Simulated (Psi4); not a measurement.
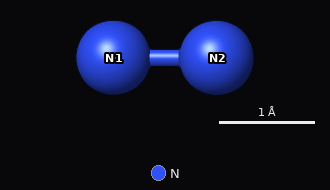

Fig. 1: The structure as given in the input (ball-and-stick view, seen on its broad side; atoms are numbered from 1 in the order of the input). Bond lengths as drawn: N–N 1.09 Å.

# N$_{2}$: geometry relaxation (part 1 of 2)

- system: N$_{2}$
- method: CAM-B3LYP/6-311+G**, RKS (Psi4 1.11)

The geometry comes from this level: PBE0-D4/def2-TZVP.

**The program's output**
```
Psi4 1.11 release

gradient() will perform analytic gradient computation.

   => Loading Basis Set <=

    Name: 6-311+G**
    Role: ORBITAL
    Keyword: BASIS

         ---------------------------------------------------------
                                   SCF
                              RKS Reference
                        1 Threads,   1525 MiB Core
         ---------------------------------------------------------

  ==> Geometry <==

    Molecular point group: c1
    Full point group: D_inf_h

    Geometry (in Angstrom), charge = 0, multiplicity = 1:

       Center              X                  Y                   Z               Mass
    ------------   -----------------  -----------------  -----------------  -----------------
         N            0.544779202980     0.000000000000     0.000000000000    14.003074004430
         N           -0.544779202980    -0.000000000000     0.000000000000    14.003074004430

  Running in c1 symmetry.

  Rotational constants: A = ************  B =      2.02816  C =      2.02816 [cm^-1]
  Rotational constants: A = ************  B =  60802.68807  C =  60802.68807 [MHz]
  Nuclear repulsion =   23.798341769446306

  Charge       = 0
  Multiplicity = 1
  Electrons    = 14
  Nalpha       = 7
  Nbeta        = 7

  ==> Algorithm <==

  SCF Algorithm Type is PK.
  DIIS enabled.
  MOM disabled.
  Fractional occupation disabled.
  Guess Type is SAD.
  Energy threshold   = 1.00e-08
  Density threshold  = 1.00e-08
  Integral threshold = 1.00e-12

  ==> Primary Basis <==

  Basis Set: 6-311+G**
    Blend: 6-311+G**
    Number of shells: 20
    Number of basis functions: 44
    Number of Cartesian functions: 46
    Spherical Harmonics?: true
    Max angular momentum: 2

  ==> DFT Potential <==

   => LibXC <=

    Version 7.1.2

   => Composite Functional: CAM-B3LYP <=

    CAM-B3LYP Hyb-GGA Exchange-Correlation Functional

    Deriv               =              1
    GGA                 =           TRUE
    Meta                =          FALSE

    Exchange Hybrid     =           TRUE
    MP2 Hybrid          =          FALSE

   => Exchange Functionals <=

    0.3500         Becke 88 [omega = 0.3300]
    0.4600   Short-range recipe for B88 functional - erf [omega = 0.3300]

   => Exact (HF) Exchange <=

    0.4600            HF,LR [omega = 0.3300]
    0.1900               HF

   => Correlation Functionals <=

    0.1900   Vosko, Wilk & Nusair (VWN5)
    0.8100   Lee, Yang & Parr

   => LibXC Density Thresholds  <==

    XC_HYB_GGA_XC_CAM_B3LYP:  1.00E-14

   => Molecular Quadrature <=

    Radial Scheme          =       TREUTLER
    Pruning Scheme         =           NONE
    Nuclear Scheme         =       TREUTLER

    Blocking Scheme        =         OCTREE
    BS radius alpha        =              1
    Pruning alpha          =              1
    Radial Points          =             25
    Spherical Points       =             50
    Total Points           =           2480
    Total Blocks           =             28
    Max Points             =            188
    Max Functions          =             44
    Weights Tolerance      =       1.00E-15

  ==> Integral Setup <==

  Using in-core PK algorithm.
   Calculation information:
      Number of atoms:                   2
      Number of AO shells:              20
      Number of primitives:             38
      Number of atomic orbitals:        46
      Number of basis functions:        44

      Integral cutoff                 1.00e-12
      Number of threads:                 1

  Performing in-core PK
  Using 1471635 doubles for integral storage.
  We computed 22155 shell quartets total.
  Whereas there are 22155 unique shell quartets.

  Computing range-separated integrals for PK
  We computed 22155 wK shell quartets total.
  Whereas there are 22155 wK unique shell quartets.

  ==> DiskJK: Disk-Based J/K Matrices <==

    J tasked:                  Yes
    K tasked:                  Yes
    wK tasked:                 Yes
    Omega:               3.300E-01
    Memory [MiB]:             1141
    Schwarz Cutoff:          1E-12

  Cached 100.0% of DFT collocation blocks in 0.003 [GiB].

  Minimum eigenvalue in the overlap matrix is 2.0330272477E-04.
  Reciprocal condition number of the overlap matrix is 4.3826194545E-05.
    Using symmetric orthogonalization.

  ==> Pre-Iterations <==

  SCF Guess: Superposition of Atomic Densities via on-the-fly atomic UHF (no occupation information).

   -------------------------
    Irrep   Nso     Nmo
   -------------------------
     A         44      44
   -------------------------
    Total      44      44
   -------------------------

  ==> Iterations <==

                        Total Energy        Delta E     RMS |[F,P]|

   @RKS iter SAD:  -108.85738054132455   -1.08857e+02   0.00000e+00
   @RKS iter   1:  -109.48468046971830   -6.27300e-01   6.32110e-03 ADIIS/DIIS
   @RKS iter   2:  -109.50633132830642   -2.16509e-02   3.42640e-03 ADIIS/DIIS
   @RKS iter   3:  -109.51508941336593   -8.75809e-03   1.86026e-04 ADIIS/DIIS
   @RKS iter   4:  -109.51511480227512   -2.53889e-05   1.84671e-05 DIIS
   @RKS iter   5:  -109.51511544480468   -6.42530e-07   2.19470e-06 DIIS
   @RKS iter   6:  -109.51511545564851   -1.08438e-08   1.43811e-07 DIIS
   @RKS iter   7:  -109.51511545570102   -5.25091e-11   1.47098e-08 DIIS
   @RKS iter   8:  -109.51511545570109   -7.10543e-14   6.48204e-10 DIIS
  Energy and wave function converged.

  ==> Post-Iterations <==

   Electrons on quadrature grid:
      Ntotal   =   14.0004629991 ; deviation = 4.630e-04

    Orbital Energies [Eh]
    ---------------------

    Doubly Occupied:

       1A    -14.497553     2A    -14.495697     3A     -1.224206
       4A     -0.630156     5A     -0.546076     6A     -0.546076
       7A     -0.511916

    Virtual:

       8A      0.022344     9A      0.022344    10A      0.097106
      11A      0.107233    12A      0.119705    13A      0.119705
      14A      0.172029    15A      0.202975    16A      0.202975
      17A      0.287451    18A      0.569562    19A      0.721482
      20A      0.761738    21A      0.761738    22A      0.870957
      23A      0.870957    24A      0.960594    25A      0.980888
      26A      1.285296    27A      1.728445    28A      1.736092
      29A      1.775001    30A      1.775001    31A      2.232732
      32A      2.240594    33A      2.571693    34A      2.938156
      35A      2.938156    36A      3.228150    37A      3.729960
      38A      3.729960    39A      4.015323    40A      4.015323
      41A      4.273379    42A      4.561674    43A     35.083666
      44A     36.387070

    Final Occupation by Irrep:
              A
    DOCC [     7 ]
    NA   [     7 ]
    NB   [     7 ]

  @RKS Final Energy:  -109.51511545570109

   => Energetics <=

    Nuclear Repulsion Energy =             23.7983417694463064
    One-Electron Energy =                -194.8088673205386385
    Two-Electron Energy =                  71.5604117454651316
    DFT Exchange-Correlation Energy =     -10.0650016500738833
    Empirical Dispersion Energy =           0.0000000000000000
    VV10 Nonlocal Energy =                  0.0000000000000000
    Total Energy =                       -109.5151154557010926

Computation Completed

Properties will be evaluated at   0.000000,   0.000000,   0.000000 [a0]

Properties computed using the SCF density matrix

 Multipole Moments:

 ------------------------------------------------------------------------------------
     Multipole            Electronic (a.u.)      Nuclear  (a.u.)        Total (a.u.)
 ------------------------------------------------------------------------------------

 L = 1.  Multiply by 2.5417464519 to convert [e a0] to [Debye]
 Dipole X            :         -0.0000000            0.0000000           -0.0000000
 Dipole Y            :          0.0000000            0.0000000            0.0000000
 Dipole Z            :          0.0000000            0.0000000            0.0000000
 Magnitude           :                                                    0.0000000

 ------------------------------------------------------------------------------------

	total time  =          0 seconds =       0.00 minutes

         ------------------------------------------------------------
                                   SCF GRAD
         ------------------------------------------------------------

  ==> Geometry <==

    Molecular point group: c1
    Full point group: D_inf_h

    Geometry (in Angstrom), charge = 0, multiplicity = 1:

       Center              X                  Y                   Z               Mass
    ------------   -----------------  -----------------  -----------------  -----------------
         N            0.544779202980     0.000000000000     0.000000000000    14.003074004430
         N           -0.544779202980    -0.000000000000     0.000000000000    14.003074004430

  Nuclear repulsion =   23.798341769446306

  ==> Basis Set <==

  Basis Set: 6-311+G**
    Blend: 6-311+G**
    Number of shells: 20
    Number of basis functions: 44
    Number of Cartesian functions: 46
    Spherical Harmonics?: true
    Max angular momentum: 2

  ==> DirectJKGrad: Integral-Direct SCF Gradients <==

    Gradient:                    1
    J tasked:                  Yes
    K tasked:                  Yes
    wK tasked:                 Yes
    Omega:               3.300E-01
    Integrals threads:           1
    Schwarz Cutoff:          1E-12

   => Molecular Quadrature <=

    Radial Scheme          =       TREUTLER
    Pruning Scheme         =           NONE
    Nuclear Scheme         =       TREUTLER

    Blocking Scheme        =         OCTREE
    BS radius alpha        =              1
    Pruning alpha          =              1
    Radial Points          =             25
    Spherical Points       =             50
    Total Points           =           2480
    Total Blocks           =             28
    Max Points             =            188
    Max Functions          =             44
    Weights Tolerance      =       1.00E-15

  -Total Gradient:
     Atom            X                  Y                   Z
    ------   -----------------  -----------------  -----------------
       1       -0.002389799308     0.000000000000    -0.000000000000
       2        0.002389799308     0.000000000000    -0.000000000000

	total time  =          0 seconds =       0.00 minutes

    			-----------------------------------------

    			 OPTKING 3.0: for geometry optimizations

    			        with contributions from

    			-----------------------------------------

	                            ===> Fragment 1 <==

	 Z (Atomic Numbers)          Masses                          Geom
	       7.000000            14.003074          1.02948349  0.00000000  0.00000000
	       7.000000            14.003074         -1.02948349 -0.00000000  0.00000000

	 - Coordinate -           - BOHR/RAD -       - ANG/DEG -
	 R(1,2)           =         2.058967           1.089558

	        --- Internal Coordinate Step in ANG or DEG, aJ/ANG or AJ/DEG ---
	-------------------------------------------------------------------------------
	           Coordinate      Previous         Force          Change          New
	           ----------      --------        ------          ------        ------
	               R(1,2)       1.08956        0.01969        0.00067       1.09023
	-------------------------------------------------------------------------------

	                                 ==> Convergence Check <==

	Measures of convergence in internal coordinates in au.

	Criteria marked as inactive (o), active & met (*), and active & unmet ( ).

	----------------------------------------------------------------------------------------------~
	   Step    Total Energy     Delta E     Max Force     RMS Force      Max Disp      RMS Disp   ~
	----------------------------------------------------------------------------------------------~
	  Convergence Criteria              o    1.50e-05 *    1.00e-05 *    6.00e-05 *    4.00e-05 *~
	----------------------------------------------------------------------------------------------~
	     1    -109.51511546   -1.10e+02 o    2.39e-03      2.39e-03      1.27e-03      1.27e-03    ~
	----------------------------------------------------------------------------------------------

Next Geometry in Ang
	Fragment 1 (Ang)

	    N   0.5451161142   0.0000000000   0.0000000000
	    N  -0.5451161142  -0.0000000000   0.0000000000

    Structure for next step:
    Molecular point group: c1
    Full point group: D_inf_h

    Geometry (in Angstrom), charge = 0, multiplicity = 1:

    N            0.545116114203     0.000000000000     0.000000000000
    N           -0.545116114203    -0.000000000000     0.000000000000

gradient() will perform analytic gradient computation.

  ==> Geometry <==

    Molecular point group: c1
    Full point group: D_inf_h

    Geometry (in Angstrom), charge = 0, multiplicity = 1:

       Center              X                  Y                   Z               Mass
    ------------   -----------------  -----------------  -----------------  -----------------
         N            0.545116114203     0.000000000000     0.000000000000    14.003074004430
         N           -0.545116114203    -0.000000000000     0.000000000000    14.003074004430

  Running in c1 symmetry.

  Rotational constants: A = ************  B =      2.02565  C =      2.02565 [cm^-1]
  Rotational constants: A = ************  B =  60727.55260  C =  60727.55260 [MHz]
  Nuclear repulsion =   23.783633107911136

  Charge       = 0
  Multiplicity = 1
  Electrons    = 14
  Nalpha       = 7
  Nbeta        = 7

  ==> Algorithm <==

  SCF Algorithm Type is PK.
  DIIS enabled.
  MOM disabled.
  Fractional occupation disabled.
  Guess Type is READ.
  Energy threshold   = 1.00e-08
  Density threshold  = 1.00e-08
  Integral threshold = 1.00e-12

   => Loading Basis Set <=

    Name: 6-311+G**
    Role: ORBITAL
    Keyword: BASIS

  Reading orbitals from file scr/output.180.npy, no projection.

  ==> DiskJK: Disk-Based J/K Matrices <==

    J tasked:                  Yes
    K tasked:                  Yes
    wK tasked:                 Yes
    Omega:               3.300E-01
    Memory [MiB]:             1141
    Schwarz Cutoff:          1E-12

  Cached 100.0% of DFT collocation blocks in 0.003 [GiB].

  Minimum eigenvalue in the overlap matrix is 2.0404055189E-04.
  Reciprocal condition number of the overlap matrix is 4.3989799974E-05.
    Using symmetric orthogonalization.

  ==> Pre-Iterations <==

  SCF Guess: Orbitals guess was supplied from a previous computation.

   -------------------------------------------------------
    Irrep   Nso     Nmo     Nalpha   Nbeta   Ndocc  Nsocc
   -------------------------------------------------------
     A         44      44       7       7       7       0
   -------------------------------------------------------
    Total      44      44       7       7       7       0
   -------------------------------------------------------

  ==> Iterations <==

                        Total Energy        Delta E     RMS |[F,P]|
```
